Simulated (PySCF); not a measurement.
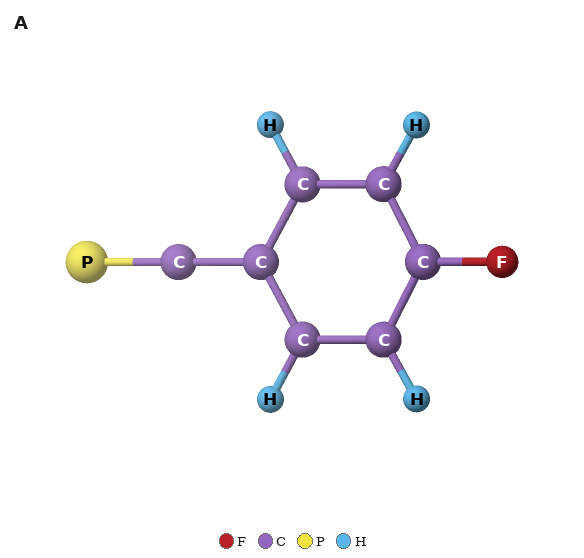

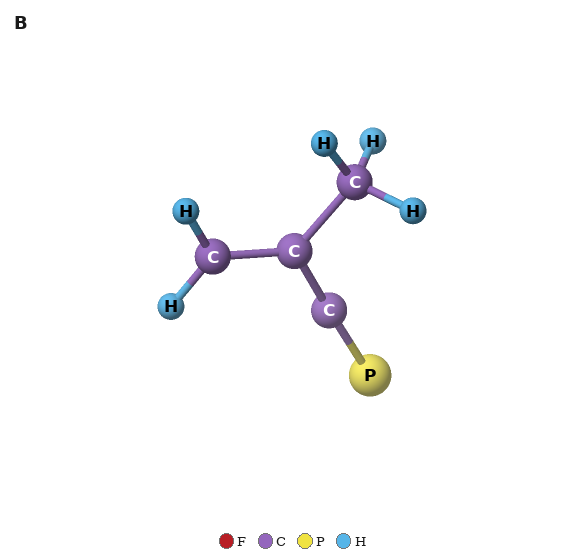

Two related species, optimised with GFN2-xTB; properties computed with PySCF 2.14.0. Both: charge 0, singlet.

Question: What are A and B?

Answer: A is C7H4FP (Fc1ccc(C#P)cc1), B is C4H5P (C=C(C)C#P).

Compare them. With CAM-B3LYP/def2-SVPD: dipole moment (D), HOMO–LUMO gap (eV), HOMO energy (Kohn–Sham orbital) (eV), lowest vertical singlet excitation (eV), mean static polarisability (bohr³). With GFN2-xTB: mean P–C length (Å).

```tsv
quantity	A	B
dipole moment (D)	0.02	1.25
HOMO–LUMO gap (eV)	6.88	7.21
HOMO energy (Kohn–Sham orbital) (eV)	−7.85	−8.01
lowest vertical singlet excitation (eV)	3.88	3.86
mean static polarisability (bohr³)	112.3	77.0
mean P–C length (Å)	1.558	1.558
```

Each is one conformer, and no frequency run is at hand to confirm it as a minimum.

The geometry is semi-empirical. Around P such bond lengths and angles can be off by a tenth of an ångström or more and by several degrees, and values that hang on the shape move with them.
